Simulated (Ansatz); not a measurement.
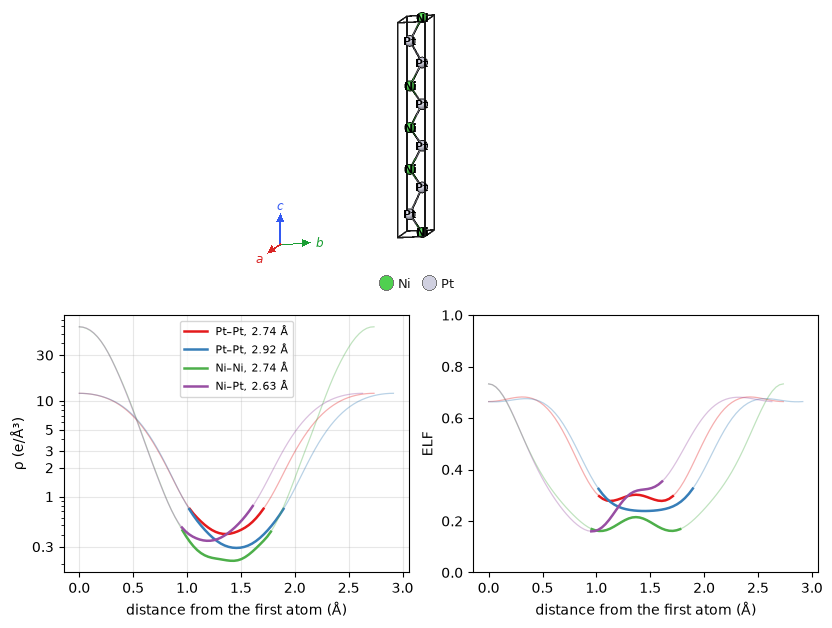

Figure. Ni₂Pt₃. Valence charge density (pseudo) and electron localisation function along straight lines between neighbouring atoms. Thin, pale parts lie inside the atomic spheres. The structure is drawn too.

Space group P-6m2; a structure generated by program, which may or may not match a known phase; spin-polarised.

All numbers below come from DFT PBE, scalar-relativistic, plane waves, PAW in Ansatz 0.2.0.

In a PAW calculation such maps are meaningful between the atoms, not at the nuclei.

```cif
data_structure
_symmetry_space_group_name_H-M 'P 1'
_symmetry_Int_Tables_number 1
_cell_length_a 2.7354
_cell_length_b 2.7354
_cell_length_c 21.7632
_cell_angle_alpha 90.000
_cell_angle_beta 90.000
_cell_angle_gamma 120.000
_cell_volume 141.03
loop_
_atom_site_label
_atom_site_type_symbol
_atom_site_fract_x
_atom_site_fract_y
_atom_site_fract_z
_atom_site_occupancy
Ni1 Ni 0.33333 0.66667 0.00000 1
Ni2 Ni 0.66667 0.33333 0.30593 1
Ni3 Ni 0.66667 0.33333 0.50000 1
Ni4 Ni 0.66667 0.33333 0.69407 1
Pt1 Pt 0.33333 0.66667 0.20938 1
Pt2 Pt 0.33333 0.66667 0.40302 1
Pt3 Pt 0.33333 0.66667 0.59698 1
Pt4 Pt 0.33333 0.66667 0.79062 1
Pt5 Pt 0.66667 0.33333 0.09676 1
Pt6 Pt 0.66667 0.33333 0.90324 1
```

### What can be read from the curves?

Pt–Pt (2.74 Å): ρ is about 0.41 e/Å³ halfway; the ELF is about 0.30 at the midpoint: no shared electron pair shows on this line.
Pt–Pt (2.92 Å): the density is about 0.29 e/Å³ at the midpoint; the ELF is about 0.25 at the midpoint; no shared electron pair shows on this line.
Ni–Ni (2.74 Å): ρ is about 0.22 e/Å³ halfway; the ELF is about 0.20 at the midpoint; no shared electron pair shows on this line.
Ni–Pt (2.63 Å): ρ at the midpoint is about 0.37 e/Å³; the ELF is about 0.30 at the midpoint.
